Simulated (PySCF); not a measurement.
**SiF₄···C₂H₄: density, localisation and related maps**

```xyz
11

F    -0.8014   -1.0810   -1.3632
Si   -0.3600   -0.1283   -0.1659
F     0.1065   -0.9731    1.1002
F    -1.5400    0.8682    0.2218
F     0.8858    0.7380   -0.6588
C    -2.5660   -2.5615    1.1419
C    -3.3949   -1.6050    0.7252
H    -2.1933   -2.5876    2.1681
H    -2.2255   -3.3545    0.4723
H    -3.7657   -1.5795   -0.3019
H    -3.7348   -0.8107    1.3933
```

Geometry: PBE0-D3(BJ)/def2-SVPD.

Level of theory: wB97M-D3(BJ)/def2-SVPD, SCF density, gas phase (PySCF).

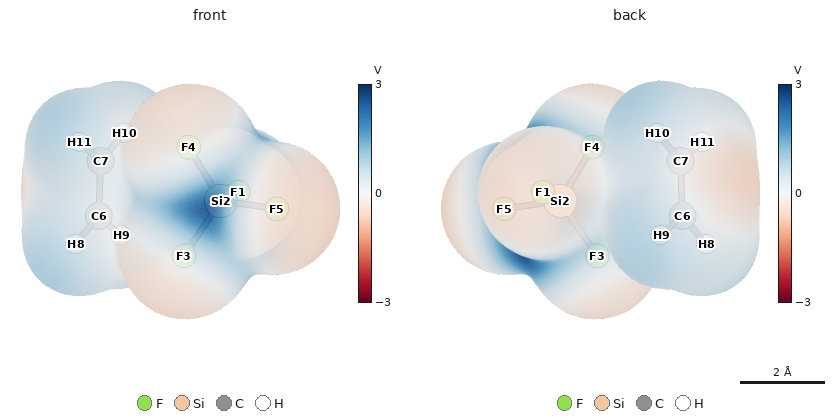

Figure 1. The electrostatic potential painted on the density surface at 0.002 e/bohr³, seen from the front and from behind; red is negative and blue positive.

**Where is the surface potential most negative and most positive?**

The most negative region (about −0.5 V) lies over the π face of C6 and C7, the most positive (about +2.4 V) over Si2.

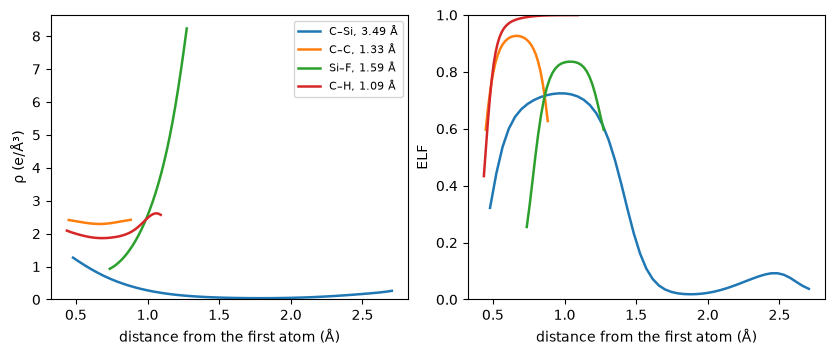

Figure 2. Total electron density and electron localisation function along straight lines between neighbouring atoms. The curves leave out the atomic cores.

**What can be read from the curves?**

C7···Si2 (3.49 Å): the density falls to about 0.04 e/Å³ on the way; the ELF dips to about 0 between them: a non-bonded, intermolecular contact.
C–C (1.33 Å): the density is about 2.3 e/Å³ at the midpoint; the ELF peaks at about 0.95 between the atoms; a short, multiple covalent bond.
Si–F (1.59 Å): ρ at the midpoint is about 1.1 e/Å³; the ELF peaks at about 0.85 in the valence shell of F, 0.6 Å from its nucleus, and is about 0.50 at the midpoint.
C–H (1.09 Å): ρ is about 1.9 e/Å³ halfway; the ELF climbs to about 1 towards the hydrogen, as it does in any bond to H; a covalent bond by its length.
